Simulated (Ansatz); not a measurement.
Fields on a plane of CaO (rock salt)

```xyz
2
Lattice="0.0000 2.3835 2.3835 2.3835 0.0000 2.3835 2.3835 2.3835 0.0000" Properties=species:S:1:pos:R:3 pbc="T T T"
O      0.0000     0.0000     0.0000
Ca     2.3835     2.3835     2.3835
```

The slice is a {110} plane (indices of the conventional cell) through the point (0.500, 0.500, 0.500) (fractional), spanned by u = [100] and v = [1 -1 -1] in vectors of this cell: u (3.37 Å) and v (4.77 Å, at 90° to u). It covers one period; positions are fractions (u, v).

Atoms on it: O at (0.00, 0.50); Ca at (0.00, 0.00).

All values below come from PBEsol (plane waves to 420 eV, PAW, scalar-relativistic; Ansatz, an electronic-structure program). k mesh 12×12×12. Near the nuclei the fields are pseudised (PAW); where an atom keeps semicore shells as valence, they peak there. CaO was relaxed with its symmetry unable to fall.

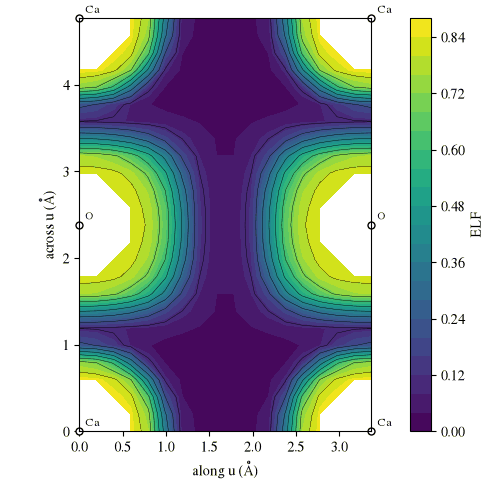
Figure. Electron localisation function (ELF), one period of the plane, atoms marked. Points within 0.5 Å of a nucleus are left white, as the pseudised field means little there.

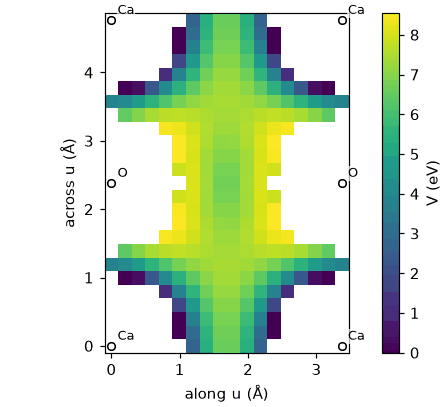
Figure: Electrostatic potential energy of an electron, from the cell's mean, in eV, one period of the plane, atoms marked. Points within 1 Å of a nucleus are left white, as the pseudised field means little there. Values under 0 eV are set to 0. The zero, the cell's mean, hangs on the PAW cores.

- Density on the O–Ca line (2.38 Å) at its midpoint = 0.27 e/Å³
- ELF at that point = 0.10
- Character of the O–Ca contact (rough rule: ELF there above 0.7 covalent, below 0.2 ionic, polar between) = closed-shell (ionic)
